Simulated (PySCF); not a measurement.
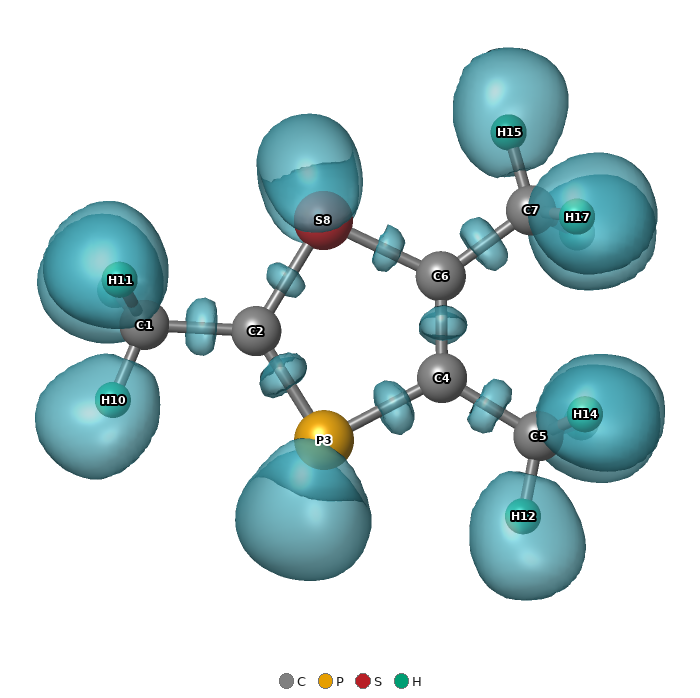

The picture shows: C6H9PS (SMILES Cc1pc(C)c(C)s1). Isosurface of the ELF at 0.85 (cyan), seen across its widest extent. Core shells and regions of very low density are left out.

Geometry: GFN2-xTB.

Computed with PySCF, PBE0/pcSseg-1, SCF density, gas phase, non-relativistic.

Input file:

```
{"job": {"kind": "nmr", "xc": "PBE0", "basis": "pcSseg-1"}, "charge": 0, "multiplicity": 1}
C      3.320996    -0.041925     0.182141
C      1.831547    -0.104825     0.118915
P      0.898070    -1.511676     0.393910
C     -0.654136    -0.684153     0.122271
C     -1.953116    -1.424681     0.230387
C     -0.607049     0.639443    -0.180004
C     -1.787919     1.512246    -0.445288
S      0.971365     1.346601    -0.260836
H      3.649324     0.670309     0.940308
H      3.719702    -1.024230     0.427875
H      3.736326     0.277078    -0.774587
H     -1.772879    -2.463493     0.497392
H     -2.589062    -0.973358     0.992386
H     -2.493257    -1.397490    -0.716182
H     -1.472165     2.539133    -0.610256
H     -2.477239     1.487646     0.398872
H     -2.327506     1.165404    -1.327215
```

Command:

```sh
OMP_NUM_THREADS=1 python probes_run.py task.json out
```

> Describe the localisation domains.

At this value the surface marks out four regions between bonded C–C atoms (shared pairs), two regions between bonded C–P atoms (shared pairs), two regions between bonded C–S atoms (shared pairs), nine regions around hydrogen nuclei, one lobe on P, pointing away from the bonds (lone pairs) and one lobe on S, pointing away from the bonds (lone pairs, which may merge into one lobe).

Values along the shortest contacts:
C–C (1.36 Å): the ELF peaks at about 0.95 between the atoms, as expected for localised, covalent bonding. C–P (1.71 Å): the ELF peaks at about 0.90 between the atoms, as expected for localised, covalent bonding.
